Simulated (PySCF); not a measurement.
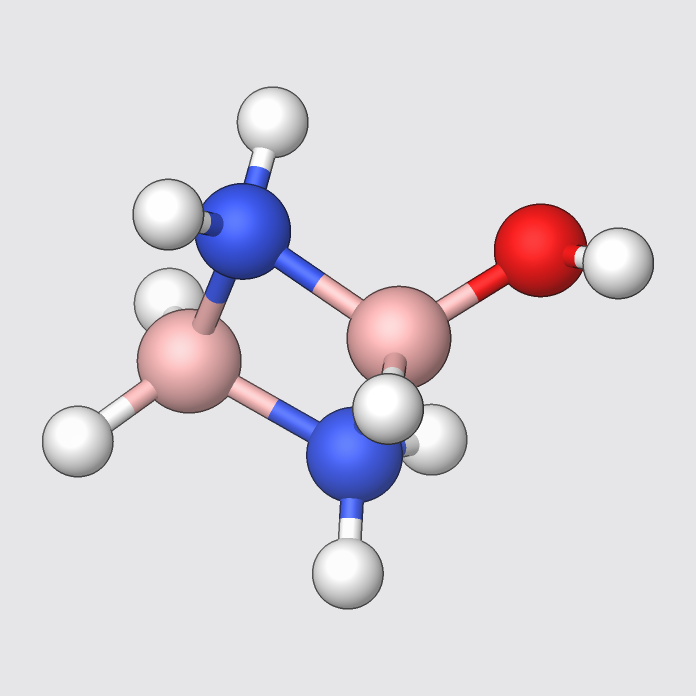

A ball-and-stick model of a molecule. Every bond is drawn as one stick, whatever its order. Colours: oxygen red, boron pink, nitrogen blue, hydrogen white.

The geometry was computed by an optimisation with PBE0-D3(BJ)/def2-SVP. No frequency run is at hand to confirm it as a minimum.

What does the picture show?

It has 13 atoms: 2 boron, 8 hydrogen, 2 nitrogen and 1 oxygen (B2H8N2O). As SMILES it reads `O[BH-]1[NH2+][BH2-][NH2+]1`. Independent rings (smallest set): 1 of 4 members. Among its groups: B–H bond. Coordination, clear cases only: 1 O bent.

The parts below concern this one geometry. Atoms keep their numbers from picture to picture.

## Geometry

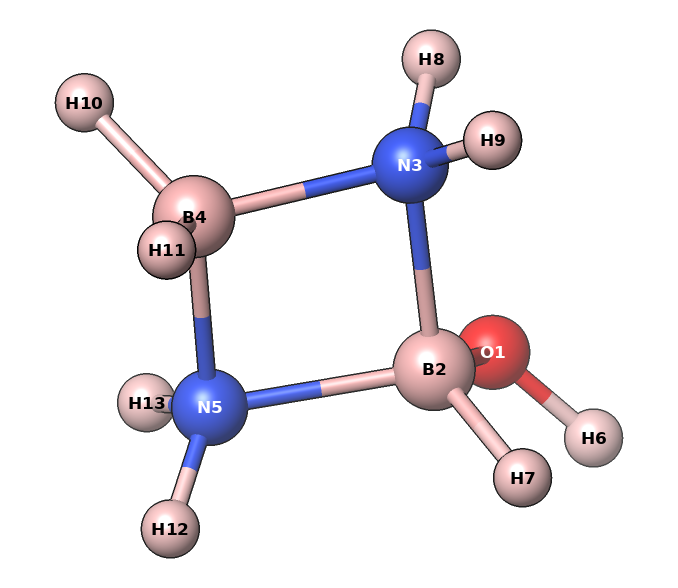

O1 lies behind B2. The molecule seen a little off the B2–O1 bond, B2 in front. Depth is shown by fading: the farther an atom, the more it takes the colour of the background. No frequency run is at hand to confirm it as a minimum.

**What is the torsion angle N3–B2–O1–H6? The sign is positive where the front bond must turn clockwise to cover the back bond.**

134°, anticlinal.

## Dipole moment

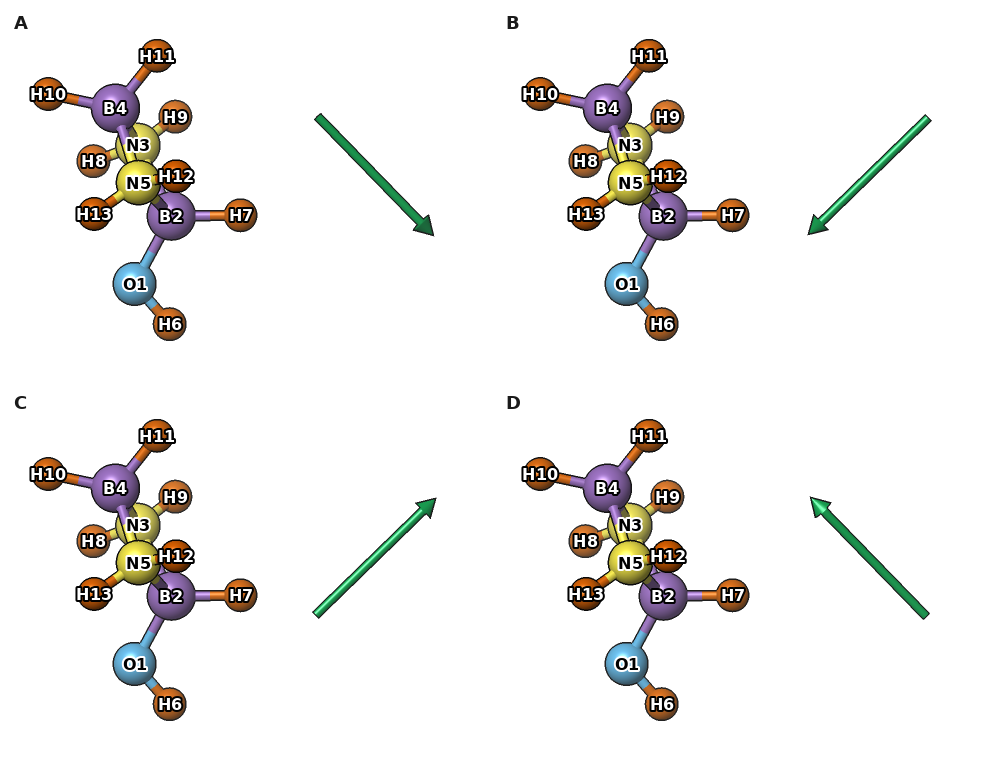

The same molecule four times, each with an arrow. No frequency run is at hand to confirm it as a minimum. Method: PBE0/def2-TZVPD, gas phase (PySCF 2.14.0).

**Which arrow points along the dipole moment, from the negative to the positive end?**

A. The dipole moment is 1.33 D; it points from the side of H10 to the side of H6 (the outermost atoms at the two ends).

## Excitation

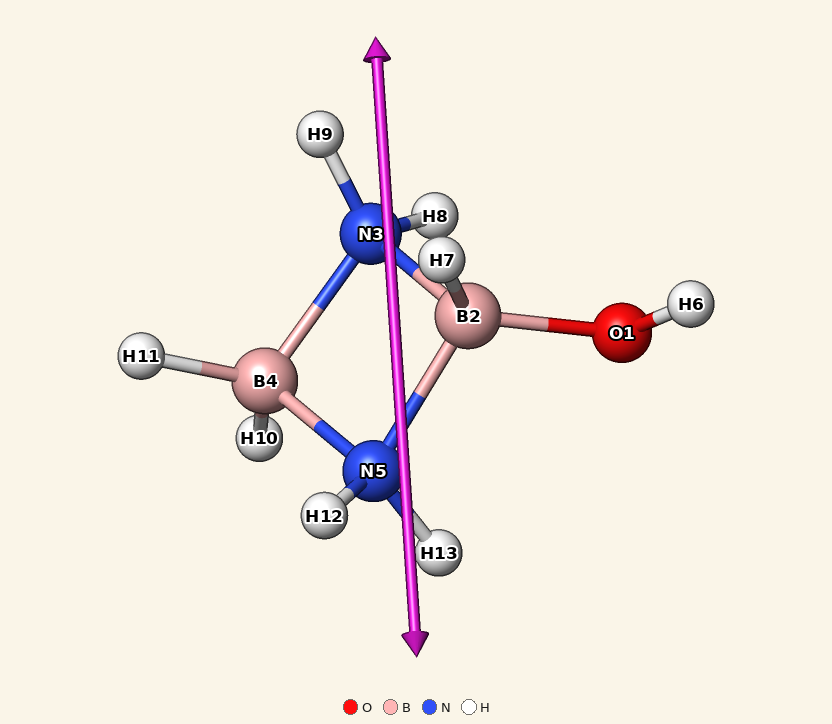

The double arrow shows the direction of the transition dipole to excited singlet state 2 (its length means nothing). No frequency run is at hand to confirm it as a minimum. Method: TDDFT PBE0/aug-cc-pVDZ, vertical, gas phase, core orbitals frozen in the response (PySCF 2.14.0).

**Where does the transition lie, and how strong is it?**

6.88 eV (180 nm), oscillator strength 0.021, of mixed character, with the largest part HOMO−1 → LUMO (weight 0.49); transition dipole 0.91 D.

## Levels of theory compared

No frequency run is at hand to confirm it as a minimum. Program: PySCF 2.14.0.

At this fixed geometry, give HOMO–LUMO gap (eV) at these levels: PBE0/6-31+G*; PBE0/aug-cc-pVDZ; PBE0/def2-TZVP; PBE0/def2-TZVPD.

```tsv
level	HOMO–LUMO gap (eV)
PBE0/6-31+G*	7.90
PBE0/aug-cc-pVDZ	7.64
PBE0/def2-TZVP	8.70
PBE0/def2-TZVPD	7.80
```
